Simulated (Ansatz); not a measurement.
# Phonons of SrAlH3 (Pm-3m) against volume

Aim: how the phonons of SrAlH3 (Pm-3m) shift with volume, and the thermal expansion that follows.

Program: Ansatz 0.2.0. Level of theory: DFT PBEsol, scalar-relativistic, plane waves, PAW; PAW set soft_1. Results are calculated unless marked as measured.

## Step 1: Starting point

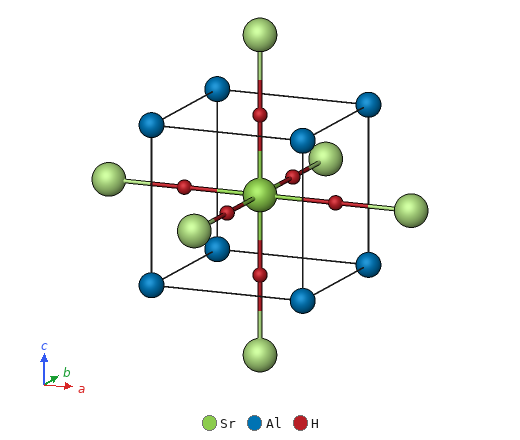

The cell as given, slightly off an axis (strontium green, aluminium blue, hydrogen red). Some periodic images of atoms are drawn too.

## Step 2: Phonons on a q mesh

The cell comes from relaxations at this level that are not shown. Stability and thermal properties need the whole zone. Linear response on a 4×4×4 q mesh gives force constants as far as a supercell of that size would.

Contents of input.yaml:

```yaml
crystal:
  lattice:
    - [4.4956135358, 0.0, 0.0]
    - [0.0, 4.4956135358, 0.0]
    - [0.0, 0.0, 4.4956135358]
  atoms:
    - { symbol: Sr, position: [0.5, 0.5, 0.5] }
    - { symbol: Al, position: [0.0, 0.0, 0.0] }
    - { symbol: H, position: [0.0, 0.5, 0.5] }
    - { symbol: H, position: [0.5, 0.5, 0.0] }
    - { symbol: H, position: [0.5, 0.0, 0.5] }
kpoints:
  mp_grid: { grid: [8, 8, 8] }
hamiltonian:
  xc: pbesol
  pseudopotentials: { kind: paw, azcp: { folder: soft_1 }, xc_functional: pbe }
scf:
  occupations: { method: methfessel_paxton, width: 0.2 }
output:
  eigenvalues: true
phonons:
  method: dfpt
  qmesh: [4, 4, 4]
  temperatures: { t_max: 1000, t_step: 50 }
  qpath:
    path:
      - [[0.0, 0.0, 0.0], [0.0, 0.5, 0.0], [0.5, 0.5, 0.0], [0.0, 0.0, 0.0], [0.5, 0.5, 0.5], [0.0, 0.5, 0.0]]
      - [[0.5, 0.5, 0.5], [0.5, 0.5, 0.0]]
    npoints: 10
```

Run with:

```sh
$ ansatz run input.yaml --threads 4 --pin off --max-ram 10240MiB --backend cpu --events-out ev --progress --plain --runs-dir out
```

Numbers of over 12 decimals in the logs are rounded to 6 here.

What it wrote:

```text
Engine: ansatz 0.2.0, aarch64-unknown-linux-gnu
Pseudopotentials: kind: paw
Pseudopotential: Sr, paw, valence charge 10, recommended cutoff 420 eV (normal), soft_1/Sr.paw.azcp
Pseudopotential: Al, paw, valence charge 3, recommended cutoff 420 eV (normal), soft_1/Al.paw.azcp
Pseudopotential: H, paw, valence charge 1, recommended cutoff 420 eV (normal), soft_1/H.paw.azcp
Functional definition: PBEsol
  exchange = pbesol_x
  correlation = pbesol_c
Crystal: 5 atoms, lattice volume = 90.859 Å³
Basis set: ecut = 420 eV, 1791 PW (Γ), exchange–correlation on 64×64×64 points (8 copies of the dense FFT grid, shifted against one another)
Bands: 13, of which v1, the nominal top of the filled ones, is band 8 counted from 1 (7 counted from 0)
Symmetry: 48 space group operations
k-points: 35 of 512
Non-local potential: Sr, projectors of the file, l = 0: 3, l = 1: 2, l = 2: 2
Non-local potential: Al, projectors of the file, l = 0: 2, l = 1: 2, l = 2: 1
Non-local potential: H, projectors of the file, l = 0: 2, l = 1: 1
PAW form: soft (Blöchl's): semilocal exchange-correlation on the pseudo side does not see the compensation charge
PAW frozen core: Sr, regenerated for the run's functional, and the local potential with it (the file was generated under x = pbe(κ = 0.804, μ = 0.219515), c = pbe(β = 0.066725))
PAW frozen core: Al, regenerated for the run's functional, and the local potential with it (the file was generated under x = pbe(κ = 0.804, μ = 0.219515), c = pbe(β = 0.066725))
PAW one-centre angular grid: Sr, 110 points (default); XC on 64 Gauss nodes
PAW one-centre angular grid: Al, 110 points (default); XC on 64 Gauss nodes
PAW one-centre angular grid: H, 110 points (default); XC on 64 Gauss nodes
Initial density: superposition of atomic densities (chi_scale 0.1, normalization cell, long waves kept (reshape's long-wave potential 0.00 eV rms))
Initial wavefunctions: pseudopotential atomic-orbital guess
Functional: x = pbesol(κ = 0.804, μ = 0.123457), c = pbesol(β = 0.046)
SCF iter   1: F=—  HF=-4064.007231 eV  |F-HF|=—  |Δ(HF+E_count)|=         —  Δρ=5.72e-2  dr2=5.26e0  ethr=3.10e-3  ⟨swp⟩=7.8  Hψ=3656  notcnv=0
preconditioner: auto → Kerker (q_TF=auto, 2.043 Å⁻¹)  [metal: Δε(μ)=0.049 eV  Ē_g=6.432 eV  σ=0.200 eV  W_gap=0.21  n_scr=18 (ndim 8)  ℏωp=11.0 eV  f_vac=0.000  D(μ)=0.05/eV (n_scr^D=0)]
SCF iter   2: F=—  HF=-4062.729870 eV  |F-HF|=—  |Δ(HF+E_count)|=    1.28e0  S|Δr|=    0.00e0  Δρ=2.86e-2  dr2=1.87e0  ethr=3.10e-3  ⟨swp⟩=2.8  Hψ=1026  notcnv=0  defer=25
preconditioner: auto → Resta (q_TF=auto, 2.043 Å⁻¹)  ε∞=4.3  [insulator: Δε(μ)=0.224 eV  Ē_g=6.094 eV  σ=0.200 eV  W_gap=0.67  n_scr=18 (ndim 8)  ℏωp=11.0 eV  f_vac=0.000  D(μ)=0.06/eV (n_scr^D=0)  ε∞_Penn≈4.3]
SCF iter   3: F=—  HF=-4062.085451 eV  |F-HF|=—  |Δ(HF+E_count)|=   6.44e-1  S|Δr|=    0.00e0  Δρ=7.95e-3  dr2=4.28e-2  ethr=3.10e-3  ⟨swp⟩=3.1  Hψ=870  notcnv=0  defer=25
SCF iter   4: F=—  HF=-4062.076874 eV  |F-HF|=—  |Δ(HF+E_count)|=   8.58e-3  S|Δr|=    0.00e0  Δρ=1.89e-3  dr2=9.15e-3  ethr=2.67e-4  ⟨swp⟩=2.6  Hψ=876  notcnv=0  defer=26
SCF iter   5: F=—  HF=-4062.074389 eV  |F-HF|=—  |Δ(HF+E_count)|=   2.48e-3  S|Δr|=    0.00e0  Δρ=4.19e-4  dr2=2.83e-4  ethr=5.72e-5  ⟨swp⟩=2.0  Hψ=549  notcnv=0  defer=26
SCF iter   6: F=—  HF=-4062.074343 eV  |F-HF|=—  |Δ(HF+E_count)|=   4.67e-5  S|Δr|=    0.00e0  Δρ=5.95e-5  dr2=6.25e-6  ethr=1.77e-6  ⟨swp⟩=2.0  Hψ=558  notcnv=0  defer=26
SCF iter   7: F=—  HF=-4062.074349 eV  |F-HF|=—  |Δ(HF+E_count)|=   6.16e-6  S|Δr|=    0.00e0  Δρ=2.19e-5  dr2=8.07e-7  ethr=3.91e-8  ⟨swp⟩=2.4  Hψ=691  notcnv=0  defer=26
SCF iter   8: F=—  HF=-4062.074346 eV  |F-HF|=—  |Δ(HF+E_count)|=   2.79e-6  S|Δr|=    0.00e0  Δρ=2.85e-6  dr2=1.39e-8  ethr=5.04e-9  ⟨swp⟩=2.2  Hψ=539  notcnv=0  defer=26
SCF iter   9: F=—  HF=-4062.074346 eV  |F-HF|=—  |Δ(HF+E_count)|=   4.98e-9  S|Δr|=    0.00e0  Δρ=4.45e-7  dr2=5.91e-11  ethr=8.69e-11  ⟨swp⟩=2.1  Hψ=614  notcnv=0  defer=26
SCF iter  10: F=-4062.074346 eV  HF=-4062.074346 eV  |F-HF|=2.27e-12  |Δ(HF+E_count)|=  7.09e-11  S|Δr|=    0.00e0  Δρ=7.25e-8  dr2=5.72e-12  ethr=1.00e-12  ⟨swp⟩=14.0  Hψ=3519  notcnv=0
SCF 1 converged in 10 iterations: F = -4062.074346 eV  dr2 = 5.72e-12
  greatest PAW one-centre occupation: 0.987 electrons in one spin orbital (limit 2), on the Sr atom at site 0 (counted from 0), in its partial waves of l = 0
Initial density: read from a saved state, or passed on in memory by an earlier SCF of this step, an earlier step, the calling program or the single point that the run made first
iter 1 solved again at ethr=3.14e-7 eV; its pass at ethr=3.10e-3 eV (dr2=5.02e-5 eV) is discarded
SCF iter   1: F=—  HF=-4062.074344 eV  |F-HF|=—  |Δ(HF+E_count)|=         —  Δρ=5.08e-7  dr2=1.82e-10  ethr=3.14e-7  ⟨swp⟩=3.9  Hψ=5147  notcnv=0
eigensolver tolerance schedule: the retry pair's looser diagonalisation over-reported the residual by 276157.94 of it (diagonalisation noise at an unbounded share of the residual, at the tolerance the schedule requests for it); recorded, not acted on — ethr = c·dr2/N_el stays at c = 1.0e-1
preconditioner: auto → Resta (q_TF=auto, 2.043 Å⁻¹)  ε∞=4.6  [insulator: Δε(μ)=0.142 eV  Ē_g=5.834 eV  σ=0.200 eV  W_gap=0.56  n_scr=18 (ndim 8)  ℏωp=11.0 eV  f_vac=0.000  D(μ)=0.31/eV (n_scr^D=0)  ε∞_Penn≈4.6]
SCF iter   2: F=—  HF=-4062.074346 eV  |F-HF|=—  |Δ(HF+E_count)|=   1.85e-6  S|Δr|=    0.00e0  Δρ=2.54e-7  dr2=3.78e-11  ethr=1.14e-12  ⟨swp⟩=4.7  Hψ=1331  notcnv=0
SCF iter   3: F=—  HF=-4062.074346 eV  |F-HF|=—  |Δ(HF+E_count)|=  1.82e-12  S|Δr|=    0.00e0  Δρ=1.63e-7  dr2=1.60e-11  ethr=1.00e-12  ⟨swp⟩=5.4  Hψ=1779  notcnv=0
SCF iter   4: F=-4062.074346 eV  HF=-4062.074346 eV  |F-HF|=1.36e-12  |Δ(HF+E_count)|=  9.55e-12  S|Δr|=    0.00e0  Δρ=5.01e-8  dr2=1.70e-12  ethr=1.00e-12  ⟨swp⟩=2.5  Hψ=881  notcnv=0
SCF 2 converged in 4 iterations: F = -4062.074346 eV  dr2 = 1.70e-12
phonons: the bands overlap, so this run is a metal and interpolates without the dipole-dipole term. If the crystal is really an insulator or semiconductor, its LO-TO splitting is missing
NSCF: frozen V_eff on 35 k-points
NSCF: frozen V_eff on 125 k-points
DFPT response loops at q = (0, 0, 0) (fractional): preconditioner auto → Kerker (q_TF=auto, 2.043 Å⁻¹) (partly filled bands, converged f_vac=0.000); β = 1.00, the filter's whole step (`scf.mixing.beta` (0.50) is not read by the response loops under this deck's `scf.mixing.preconditioner`; to damp them name `kerker` or `kerker_dos`, under which they read `scf.mixing.beta`, and type it under 1.00, their step now; both keys bind the ground state too); Broyden in place of MSR1
NSCF: frozen V_eff on 400 k-points
DFPT response loops at q = (0, 0, 0.25) (fractional): mixed as the last ones told, above
NSCF: frozen V_eff on 250 k-points
DFPT response loops at q = (0, 0, -0.5) (fractional): mixed as the last ones told, above
NSCF: frozen V_eff on 640 k-points
DFPT response loops at q = (0, 0.25, 0.25) (fractional): mixed as the last ones told, above
NSCF: frozen V_eff on 400 k-points
DFPT response loops at q = (0, 0.25, -0.5) (fractional): mixed as the last ones told, above
NSCF: frozen V_eff on 250 k-points
DFPT response loops at q = (0, -0.5, -0.5) (fractional): mixed as the last ones told, above
NSCF: frozen V_eff on 1024 k-points
DFPT response loops at q = (0.25, 0.25, 0.25) (fractional): mixed as the last ones told, above
NSCF: frozen V_eff on 640 k-points
DFPT response loops at q = (0.25, 0.25, -0.5) (fractional): mixed as the last ones told, above
NSCF: frozen V_eff on 400 k-points
DFPT response loops at q = (0.25, -0.5, -0.5) (fractional): mixed as the last ones told, above
NSCF: frozen V_eff on 250 k-points
DFPT response loops at q = (-0.5, -0.5, -0.5) (fractional): mixed as the last ones told, above
SCF converged after 10 iterations
Stability not checked: this state was not tested for a lower state beside it, because cold or Methfessel-Paxton smearing, or corrected tetrahedra, fill the levels in a way that the test cannot read (fill_not_monotonic; see scf.lower_state_search)
Free energy (F): -4062.074346 eV
Harris-Foulkes:  -4062.074346 eV  (|F-HF|=2.27e-12)
Internal energy: -4062.075336 eV  (E = F + TS)
E sigma→0 (E₀):  -4062.074594 eV
Entropy (-TS):   0.000991 eV (0.198 meV/atom)
Fermi energy:    2.811716 eV
Step filling:    the computed levels leave a gap of 0.1422 eV = 0.7 smearing widths at the electron count; against every level under it full and every level over it empty, smearing changes F+E_penalty+E_count by +0.604 meV and its σ→0 estimate by +0.356 meV
--- Per-component energies (eV) ---
  E_band       = -134.606297
  E_kinetic    = 288.596783
  E_local      = -890.089985  (includes V_loc(G=0)·N_el)
  E_nonlocal   = 247.415784
  E_hartree    = 240.560359
  E_xc         = -233.166109
  E_vxc        = -213.304453  (∫ρ·V_xc dr)
  E_paw        = -3097.948180  (= ΣΔE_a)
  E_vpaw       = -48.342420  (= ΣTr[D̂ρ^β])
  E_aug_tail   = -0.002764  (compensation charges beyond the density's cutoff)
  E_ewald      = -617.594712
  E_core_change = 0.153487  (= ΣΔE_core)
  E_smearing   = 0.000991  (= −TS)
  E_closure    = -0.000000  (closes the sum)
  Σ components = -4062.074346   (vs F -4062.074346, Δ=0.00e0)
--- Band table (eV; the first three rows and the last of 35) ---
  k-point 0: bands = [... 4 lower, -3.0198, 0.7202, 0.7202, 2.7485, 5.0527, 5.0527, 5.0527, 8.7194, ... 1 higher]
  k-point 1: bands = [... 4 lower, -2.8945, 0.7115, 0.7486, 2.4747, 5.0367, 5.0367, 5.3855, 8.6971, ... 1 higher]
  k-point 2: bands = [... 4 lower, -2.5352, 0.3797, 0.8199, 2.3683, 4.9926, 4.9926, 5.9379, 8.7326, ... 1 higher]
  k-point 34: bands = [... 4 lower, 0.0213, 1.8419, 1.8419, 1.8419, 2.6901, 2.6901, 2.6901, 8.6194, ... 1 higher]
--- Phonons (Γ-DFPT): 4 representative perturbations + reference (Σ response iterations 12) ---
  ASR residual: 1.639e-4 → 0.000e0 eV/Å²; symmetrization residual: 7.215e-8 eV/Å²
  ASR residual per site (eV/Å²): 1.64e-4 1.82e-5 2.68e-5 2.68e-5 2.68e-5
  Γ frequencies (cm⁻¹): -603.98 -603.98 -603.98 -505.00 -505.00 -505.00 0.00 0.00 0.00 101.58 101.58 101.58 1383.05 1383.05 1383.05
--- Phonons (arbitrary-q DFPT): 10 irreducible q on the 4×4×4 mesh ---
  q = [0.0000, 0.0000, 0.0000] (star 1, of the zone-centre solve; hermiticity 2.06e-8, symmetrization 1.46e-14): -603.98 -603.98 -603.98 -505.00 -505.00 -505.00 -0.00 0.00 0.00 101.58 101.58 101.58 1383.05 1383.05 1383.05
  q = [0.0000, 0.0000, 0.2500] (star 6, 9 solved perturbations in 1560 linear systems a pass and spin channel, the states on 200 of 512 k-point pairs; hermiticity 4.32e-8, symmetrization 4.41e-13): -533.24 -533.24 -487.58 -470.62 -470.62 -126.85 25.44 25.44 76.13 92.46 92.46 182.76 1383.12 1383.12 1402.50
  q = [0.0000, 0.0000, -0.5000] (star 3, 9 solved perturbations in 975 linear systems a pass and spin channel, the states on 125 of 512 k-point pairs; hermiticity 2.56e-8, symmetrization 1.80e-9): -469.54 -469.54 -461.46 -428.68 -428.68 50.30 50.30 55.23 65.92 65.92 115.15 299.43 1383.18 1383.18 1421.25
  q = [0.0000, 0.2500, 0.2500] (star 12, 9 solved perturbations in 2460 linear systems a pass and spin channel, the states on 320 of 512 k-point pairs; hermiticity 5.03e-8, symmetrization 6.10e-14): -632.55 -529.65 -490.22 -440.03 -439.82 11.14 50.77 71.52 74.03 105.78 126.62 262.03 1383.14 1387.79 1415.86
  q = [0.0000, 0.2500, -0.5000] (star 12, 15 solved perturbations on 200 of 512 k-point pairs; hermiticity 1.03e-7, symmetrization 7.09e-9): -562.64 -548.85 -533.38 -435.25 -409.87 -45.86 50.63 68.50 80.75 123.22 146.17 283.37 1383.16 1389.71 1429.43
  q = [0.0000, -0.5000, -0.5000] (star 3, 9 solved perturbations in 975 linear systems a pass and spin channel, the states on 125 of 512 k-point pairs; hermiticity 5.26e-8, symmetrization 4.28e-15): -742.35 -742.35 -565.38 -392.41 -392.41 -102.94 51.14 78.20 78.20 154.62 154.62 299.72 1383.16 1395.13 1442.61
  q = [0.2500, 0.2500, 0.2500] (star 8, 4 solved perturbations in 1376 linear systems a pass and spin channel, the states on 512 of 512 k-point pairs; hermiticity 4.18e-8, symmetrization 1.07e-13): -562.35 -562.35 -552.03 -440.44 -440.44 -121.54 100.50 100.50 106.79 125.27 125.27 224.13 1387.97 1387.97 1423.67
  q = [0.2500, 0.2500, -0.5000] (star 12, 9 solved perturbations in 2460 linear systems a pass and spin channel, the states on 320 of 512 k-point pairs; hermiticity 4.32e-8, symmetrization 4.73e-9): -542.37 -538.32 -499.84 -493.86 -477.18 -205.63 103.93 112.78 130.59 133.58 143.80 196.93 1388.04 1391.62 1435.55
  q = [0.2500, -0.5000, -0.5000] (star 6, 9 solved perturbations in 1560 linear systems a pass and spin channel, the states on 200 of 512 k-point pairs; hermiticity 3.90e-8, symmetrization 2.98e-14): -602.35 -602.35 -550.26 -453.67 -453.67 -314.77 112.98 138.35 138.35 154.75 154.75 182.04 1390.17 1397.23 1445.64
  q = [-0.5000, -0.5000, -0.5000] (star 1, 4 solved perturbations in 350 linear systems a pass and spin channel, the states on 125 of 512 k-point pairs; hermiticity 3.83e-9, symmetrization 1.97e-13): -531.42 -531.42 -531.42 -523.34 -523.34 -523.34 149.36 149.36 149.36 157.48 157.48 157.48 1400.00 1400.00 1451.18
  sum rule: each row above includes the acoustic sum rule's correction from the zone centre's row sums; it moved no ω² by more than (2.69 cm⁻¹)²
  mesh force constants: q→R imaginary residual 9.13e-19; ASR residual 1.639e-4 → 0.000e0 eV/Å²; symmetrization residual 4.441e-15 eV/Å²
  interpolated dispersion: 62 rows × 15 modes
  density of states and harmonic sums: on the 16×16×16 q-mesh, interpolated from the force constants of a 4×4×4 supercell (no non-analytic term)
  largest difference from the sums on the solved wave vectors: F 2.38e-2 eV, S 2.61e-5 and C_V 3.07e-6 eV/K
  zero-point energy: 0.306883 eV/cell   skipped modes (ω ≤ 0): 965, of them read as no rigid motion or as one in doubt: 962 (5.840e0 modes/cell left out, lowest -742.35 cm⁻¹)   left out of the sums: 3.89e-1 of the cell's modes: C_V's classical limit lies that fraction below 3 k_B per atom; for a crystal, a wire or a layer, F and S can be off by more, and a phonons.interpolated_qmesh denser along its periods is the remedy for the sampling
```

Run time: 5.7 min. Hardware: 4 threads of Arm Neoverse V1, shared host; peak memory 1.4 GiB.

Numbers from this step:

* volume per atom: 18.17 Å³
* gap on the k-mesh: 0 eV
* sum-rule residual before enforcement: 1.64e-4 eV/Å²
* lowest frequency on the path: -742.3 cm⁻¹
* point group: m-3m
* highest frequency on the path or at a solved wavevector: 1451 cm⁻¹
* highest optical mode at the zone centre (no LO-TO term): 1383 cm⁻¹
* lowest optical zone-centre mode: -604.0 cm⁻¹
* lowest mode on the q mesh (acoustic modes at Γ apart): -742.4 cm⁻¹

Frequencies (cm⁻¹) solved at each irreducible wavevector; negative means imaginary. Frequencies by wavevector, by row:

```
q in reciprocal lattice units  star  mode 1  mode 2  mode 3  mode 4  mode 13  mode 14  mode 15
                        0 0 0     1    -604    -604    -604    -505     1383     1383     1383
                     0 0 0.25     6  -533.2  -533.2  -487.6  -470.6     1383     1383     1402
                     0 0 -0.5     3  -469.5  -469.5  -461.5  -428.7     1383     1383     1421
                  0 0.25 0.25    12  -632.5  -529.6  -490.2    -440     1383     1388     1416
                  0 0.25 -0.5    12  -562.6  -548.9  -533.4  -435.2     1383     1390     1429
                  0 -0.5 -0.5     3  -742.4  -742.4  -565.4  -392.4     1383     1395     1443
               0.25 0.25 0.25     8  -562.4  -562.4    -552  -440.4     1388     1388     1424
               0.25 0.25 -0.5    12  -542.4  -538.3  -499.8  -493.9     1388     1392     1436
               0.25 -0.5 -0.5     6  -602.4  -602.4  -550.3  -453.7     1390     1397     1446
               -0.5 -0.5 -0.5     1  -531.4  -531.4  -531.4  -523.3     1400     1400     1451
```

Symmetry leaves 10 wavevectors to solve. The lowest mode among them, the acoustic zeros apart, lies at q = (0, -0.5, -0.5) and is imaginary, 742.4i cm⁻¹, so the energy falls along it.

## Step 3: Relaxing at another volume, volume ratio 0.97

The volume is scaled by 0.97 and held; symmetry leaves nothing to relax, so this is a single point. The modes can then be followed against volume.

input.yaml, the sections that differ from step 2:

```yaml
crystal:
  lattice:
    - [4.4502001932, 0.0, 0.0]
    - [0.0, 4.4502001932, 0.0]
    - [0.0, 0.0, 4.4502001932]
  atoms:
    - { symbol: Sr, position: [0.5, 0.5, 0.5] }
    - { symbol: Al, position: [0.0, 0.0, 0.0] }
    - { symbol: H, position: [0.0, 0.5, 0.5] }
    - { symbol: H, position: [0.5, 0.5, 0.0] }
    - { symbol: H, position: [0.5, 0.0, 0.5] }
output:
  forces: true
  stress: true
  eigenvalues: true
# kpoints, hamiltonian, scf: as in step 2
# phonons: removed
```

What it wrote:

```text
[...]
Crystal: 5 atoms, lattice volume = 88.133 Å³
Basis set: ecut = 420 eV, 1743 PW (Γ), exchange–correlation on 60×60×60 points (8 copies of the dense FFT grid, shifted against one another)
Bands: 13, of which v1, the nominal top of the filled ones, is band 8 counted from 1 (7 counted from 0)
Symmetry: 48 space group operations
[...]
k-points: 35 of 512
[...]
k-point 0: bands = [... 4 lower, -2.9194, 0.8418, 0.8418, 3.0705, 5.3049, 5.3049, 5.3049, 8.9802, ... 1 higher]
  k-point 1: bands = [... 4 lower, -2.7893, 0.8410, 0.8714, 2.7706, 5.2845, 5.2845, 5.6582, 8.9595, ... 1 higher]
  k-point 2: bands = [... 4 lower, -2.4167, 0.5314, 0.9456, 2.6295, 5.2294, 5.2294, 6.2296, 9.0025, ... 1 higher]
  k-point 34: bands = [... 4 lower, 0.2804, 2.0575, 2.0575, 2.0575, 2.8375, 2.8375, 2.8375, 9.0050, ... 1 higher]
[key lines of the parts left out:]
SCF converged after 8 iterations
Free energy (F): -4062.068483 eV
Fermi energy:    3.020539 eV
P = ⅓ Tr σ = 0.7094 GPa (7.094 kbar)
```

Elapsed: 0.99 s, on 4 threads; peak memory 0.35 GiB.

Numbers from this step:

```yaml
pressure: 0.7094 GPa
volume_per_atom: 17.63 Å³
```

The run ends at a pressure of 0.71 GPa.

[end of part 1 of 2]

[Logs are printed without paths, hosts, clocks, repeated set-up lines and the standing remarks that a program may print on its own settings, such as how far it seeks lower states.]

[Hosts, paths, dates, database ids (printed as entryN), source tags and the programs' standing remarks are cut or masked in the printed files.]
